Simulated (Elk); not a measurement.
# Magnetic state of Cr (Chromium) from several starts

A self-consistent run ends on one state, which hangs on the start. Several orders of Cr (Chromium) are started in Elk and their energies compared.

Main program and level: Elk 11.2.3 (patched build); PBE; all-electron APW+lo, Dirac cores, scalar-relativistic bands.

### Step 1. Starting point

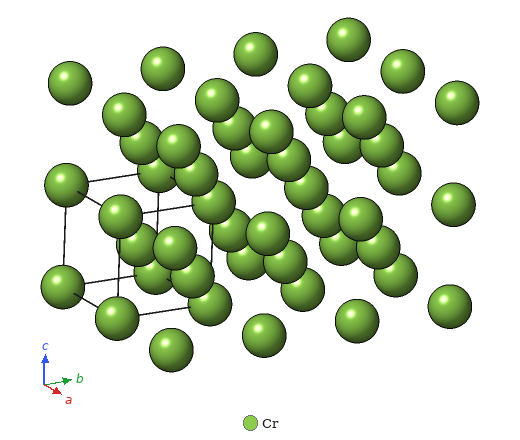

Start, viewed slightly off an axis; chromium green. 2×3×2 cells are drawn. This picture shows the conventional cell, with its axes. Some periodic images of atoms are drawn too.

### Step 2. Run 1 (ferro +)

Parallel moments need no larger cell; this start tests for a ferromagnetic state only.

Moments are seeded by fields in the spheres (the last three columns under atoms), set against the wanted direction and reduced each loop.

Contents of elk.in:

```
tasks
  0
  33
  73

xctype
  20

reducebf
  0.5

epsengy
  1e-05

maxscl
  100

rgkmax
  7.0

nempty
  12

swidth
  0.003

lmaxi
  3

spinpol
  .true.

sppath
  './'

avec
  -2.72489058540 2.72489058540 2.72489058540
  2.72489058540 -2.72489058540 2.72489058540
  2.72489058540 2.72489058540 -2.72489058540

atoms
  1
  'Cr.in'
  1
  0.0000000000 0.0000000000 0.0000000000   0.000000 0.000000 -0.187500

ngridk
  12 12 12

plot3d
  0 0 0
  1 0 0
  0 1 0
  0 0 1
  13 13 13
```

Command:

```console
> OMP_NUM_THREADS=2 elk
```

Numbers of over 12 decimals in the logs are rounded to 6 here.

Output:

```text
Info(gndstate): no moment of its own; a second start begins; STATE.OUT holds the state before
Info(gndstate): the second start gave no lower state; one of another order, or behind a
 stronger field, isn't excluded

--- INFO.OUT ---
┌─────────────────────────┐
│ Elk code version 11.2.3 │
└─────────────────────────┘

All units are atomic (Hartree, Bohr, etc.)

┌─────────────────────────────────────────────────┐
│ Ground-state run starting from atomic densities │
└─────────────────────────────────────────────────┘

Lattice vectors :
  -2.724890585       2.724890585       2.724890585
   2.724890585      -2.724890585       2.724890585
   2.724890585       2.724890585      -2.724890585

Reciprocal lattice vectors :
 -0.1214807325E-16   1.152924330       1.152924330
   1.152924330     -0.1214807325E-16   1.152924330
   1.152924330       1.152924330     -0.1214807325E-16

Unit cell volume      :    80.92956323
Brillouin zone volume :    3.065013619

Muffin-tin inner radius fraction :   0.1000000000E-01

Nuclei treated as point charges

Species : 1 (Cr)
 parameters loaded from : Cr.in
 name : chromium
 nuclear charge    :   -24.00000000
 electronic charge :    24.00000000
 atomic mass :    94783.09202
 muffin-tin radius :    2.334824469
 number of radial points in muffin-tin :    993
 inner part over the whole radius :   0.9938561239E-02
 number on inner part of muffin-tin    :    699
 approximate nuclear radius :   0.6987106690E-04
 number of mesh points to nuclear radius :    329
 atomic positions (lattice), magnetic fields (Cartesian) :
  1 :   0.00000000  0.00000000  0.00000000    0.00000000  0.00000000 -0.18750000

Total number of atoms per unit cell :    1
Total muffin-tin volume :    53.31523377
 ratio of muffin-tin to unit cell volume :   0.6587856359

Spin treatment :
 spin-polarised
 global magnetic field (Cartesian) :    0.000000000       0.000000000       0.000000000
 collinear magnetisation in z-direction

Number of Bravais lattice symmetries :   48
Number of crystal symmetries         :   48
Crystal has inversion symmetry
Real symmetric eigensolver will be used

k-point grid :     12    12    12
k-point offset :    0.000000000       0.000000000       0.000000000
k-point set is reduced with full crystal symmetry group
Total number of k-points :       72

Muffin-tin radius times maximum |G+k| :    7.000000000
 using average radius
Maximum |G+k| for APW functions       :    2.998084049
Maximum (1/2)|G+k|²                   :    4.494253983
Maximum |G| for potential and density :    12.00000000
Constant for pseudocharge density :    7
 order of it for each species :   14
 order of it for pair densities of each species (exact exchange by exxq0 0: 14) :   10
Radial integration step length :    1

G-vector grid sizes :     20    20    20
Number of G-vectors :     2347

Maximum angular momentum used for
 APW functions            :    8
 outer part of muffin-tin :    6
 inner part of muffin-tin :    3

Total nuclear charge    :   -24.00000000
Total core charge       :    10.00000000
Total valence charge    :    14.00000000
Total excess charge     :    0.000000000
Total electronic charge :    24.00000000

Effective Wigner radius, rₛ :   0.9302559329

Number of empty states         :     12
Total number of valence states :     40
Total number of core states    :     10

Third-order local-orbitals added for an l without core states : T
Total number of local-orbitals :     23

Exchange-correlation functional :     20     0     0
 Perdew-Burke-Ernzerhof, Phys. Rev. Lett. 77, 3865 (1996)
 gradient requirement :    1
 generalised gradient approximation (GGA)

Smearing type :    3
 Fermi-Dirac
Smearing width :   0.3000000000E-02
Effective electronic temperature (K) :    947.3250744

Mixing type :    3
 Broyden mixing, J. Phys. A: Math. Gen. 17, L317 (1984)

Kohn-Sham potential initialised from atomic data

┌──────────────────────────────┐
│ Self-consistent loop started │
└──────────────────────────────┘

┌─────────────────┐
│ Loop number : 1 │
└─────────────────┘

Energies :
 Fermi                       :     0.326268
 sum of occupied eigenvalues :     -610.40909421315
 electron kinetic            :      1057.5286937158
 core electron kinetic       :      962.99381083284
 Coulomb                     :     -2060.1898562310
 Coulomb potential           :     -1612.7234341209
 nuclear-nuclear             :     -192.31950798766
 electron-nuclear            :     -2130.7798471980
 Hartree                     :      262.90949895462
 Madelung                    :     -1253.8281391706
 xc potential                :     -55.187858848019
 xc effective B-field        :    -0.76330755085865E-02
 external B-field            :      0.000000
 exchange                    :     -47.198724551664
 correlation                 :     -1.098077
 electron entropic           :    -0.76645851800992E-03
 total energy                :     -1050.9587309222
 (external B-field energy excluded from total)

Density of states at Fermi energy :    25.21885518
 (states/Hartree/unit cell)

Estimated indirect band gap :   0.3926694004E-03
 from k-point 33 to k-point 53
Estimated direct band gap   :   0.6280747678E-02
 at k-point 3

Charges :
 core                        :    10.00000000
 valence                     :    14.00000000
 interstitial                :    1.470151900
 muffin-tins (core leakage)
  species : 1 (Cr)
   atom 1                    :    22.52984810     ( -0.2218854807E-06)
 total in muffin-tins        :    22.52984810
 total calculated charge     :    24.00018939
 total charge                :    24.00000000
 error                       :   0.1893934637E-03

Moments :
 interstitial                :  -0.2753423816E-01
 muffin-tins
  species : 1 (Cr)
   atom 1                    :   0.5849827459
 total in muffin-tins        :   0.5849827459
 total moment                :   0.5574485077

┌─────────────────┐
│ Loop number : 2 │
└─────────────────┘

Energies :
 Fermi                       :     0.325354
 sum of occupied eigenvalues :     -610.47254339142
 electron kinetic            :      1057.3040212133
 core electron kinetic       :      962.85004780427
 Coulomb                     :     -2060.3275691372
 Coulomb potential           :     -1612.6794322591
 nuclear-nuclear             :     -192.31950798766
 electron-nuclear            :     -2131.1021249978
 Hartree                     :      263.09406384829
 Madelung                    :     -1253.9878530076
 xc potential                :     -55.081843704657
 xc effective B-field        :    -0.76579544803561E-02
 external B-field            :      0.000000
 exchange                    :     -47.210890105096
 correlation                 :     -1.097989
 electron entropic           :    -0.77446737433178E-03
 total energy                :     -1051.3332018790
 (external B-field energy excluded from total)

Density of states at Fermi energy :    25.49091369
 (states/Hartree/unit cell)

Estimated indirect band gap :   0.5301033667E-03
 from k-point 33 to k-point 53
Estimated direct band gap   :   0.6361527447E-02
 at k-point 3

Charges :
 core                        :    10.00000000
 valence                     :    14.00000000
 interstitial                :    1.463650367
 muffin-tins (core leakage)
  species : 1 (Cr)
   atom 1                    :    22.53634963     ( -0.2218856423E-06)
 total in muffin-tins        :    22.53634963
 total calculated charge     :    24.00018870
 total charge                :    24.00000000
 error                       :   0.1886974205E-03

Moments :
 interstitial                :  -0.2770846029E-01
 muffin-tins
  species : 1 (Cr)
   atom 1                    :   0.5857015113
 total in muffin-tins        :   0.5857015113
 total moment                :   0.5579930510

RMS change in Kohn-Sham potential (target) :    7.215182908     (  0.1000000000E-05)
Absolute change in total energy (target)   :   0.3744709567     (  0.1000000000E-04)

[... loops 3 to 38 left out ...]

┌──────────────────┐
│ Loop number : 39 │
└──────────────────┘

Energies :
 Fermi                       :     0.372704
 sum of occupied eigenvalues :     -610.54048745712
 electron kinetic            :      1062.8935996297
 core electron kinetic       :      962.74692362720
 Coulomb                     :     -2064.9977714265
 Coulomb potential           :     -1610.1684627086
 nuclear-nuclear             :     -192.31950798766
 electron-nuclear            :     -2143.1005960725
 Hartree                     :      270.42233263363
 Madelung                    :     -1259.9135400722
 xc potential                :     -63.265624378152
 xc effective B-field        :    -0.19613944766368E-12
 external B-field            :      0.000000
 exchange                    :     -47.687495123696
 correlation                 :     -1.094614
 electron entropic           :    -0.53902424586649E-03
 total energy                :     -1050.8868203880
 (external B-field energy excluded from total)

Density of states at Fermi energy :    17.36398858
 (states/Hartree/unit cell)

Estimated indirect band gap :   0.4543903288E-02
 from k-point 3 to k-point 12
Estimated direct band gap   :   0.1358552933E-01
 at k-point 60

Charges :
 core                        :    10.00000000
 valence                     :    14.00000000
 interstitial                :    1.184629768
 muffin-tins (core leakage)
  species : 1 (Cr)
   atom 1                    :    22.81537023     ( -0.2218890263E-06)
 total in muffin-tins        :    22.81537023
 total calculated charge     :    24.00013358
 total charge                :    24.00000000
 error                       :   0.1335765737E-03

Moments :
 interstitial                :   0.6969640562E-06
 muffin-tins
  species : 1 (Cr)
   atom 1                    :   0.2855460974E-05
 total in muffin-tins        :   0.2855460974E-05
 total moment                :   0.3552425030E-05

RMS change in Kohn-Sham potential (target) :   0.8719487582E-07 (  0.1000000000E-05)
Absolute change in total energy (target)   :   0.4512096666E-05 (  0.1000000000E-04)

Convergence targets achieved

┌──────────────────┐
│ Loop number : 40 │
└──────────────────┘

Energies :
 Fermi                       :     0.372704
 sum of occupied eigenvalues :     -610.54048745924
 electron kinetic            :      1062.8935996595
 core electron kinetic       :      962.74692363657
 Coulomb                     :     -2064.9977714209
 Coulomb potential           :     -1610.1684627091
 nuclear-nuclear             :     -192.31950798766
 electron-nuclear            :     -2143.1005960612
 Hartree                     :      270.42233262795
 Madelung                    :     -1259.9135400664
 xc potential                :     -63.265624409686
 xc effective B-field        :    -0.19355245075538E-12
 external B-field            :      0.000000
 exchange                    :     -47.687495123267
 correlation                 :     -1.094614
 electron entropic           :    -0.53902424623394E-03
 total energy                :     -1050.8868203521
 (external B-field energy excluded from total)

Density of states at Fermi energy :    17.36398860
 (states/Hartree/unit cell)

Estimated indirect band gap :   0.4543906165E-02
 from k-point 3 to k-point 12
Estimated direct band gap   :   0.1358553208E-01
 at k-point 60

Charges :
 core                        :    10.00000000
 valence                     :    14.00000000
 interstitial                :    1.184629768
 muffin-tins (core leakage)
  species : 1 (Cr)
   atom 1                    :    22.81537023     ( -0.2218886923E-06)
 total in muffin-tins        :    22.81537023
 total calculated charge     :    24.00013358
 total charge                :    24.00000000
 error                       :   0.1335765732E-03

Moments :
 interstitial                :   0.6919621144E-06
 muffin-tins
  species : 1 (Cr)
   atom 1                    :   0.2836605700E-05
 total in muffin-tins        :   0.2836605700E-05
 total moment                :   0.3528567814E-05

┌──────────────────────────────┐
│ Self-consistent loop stopped │
└──────────────────────────────┘

Wrote STATE.OUT
```

It took 71 s on 2 threads of Arm Neoverse V1, shared host; peak memory 0.08 GiB.

The moments died away, and this build then starts once more from a stronger push, within the same count of loops. That gave no lower state.

The spin moment in the muffin-tin sphere vanishes on all atoms.

Read from the output:

| Item | Value |
| --- | --- |
| final state | non-magnetic |

After 40 cycles the seed has died away: no moment is left.

(Part 1 of 3 ends here.)

[Logs and program files are shortened in this print: banners, set-up blocks, solver, clock and traceback lines can be left out without a mark of their own.]

[Logs are printed without paths, hosts, clocks, repeated set-up lines and the standing remarks that a program may print on its own settings, such as how far it seeks lower states.]

[Hosts, paths, dates, database ids (printed as entryN), source tags and the programs' standing remarks are cut or masked in the printed files.]

[Where a cell is said to come from a database of computed structures, the database is the Materials Project.]
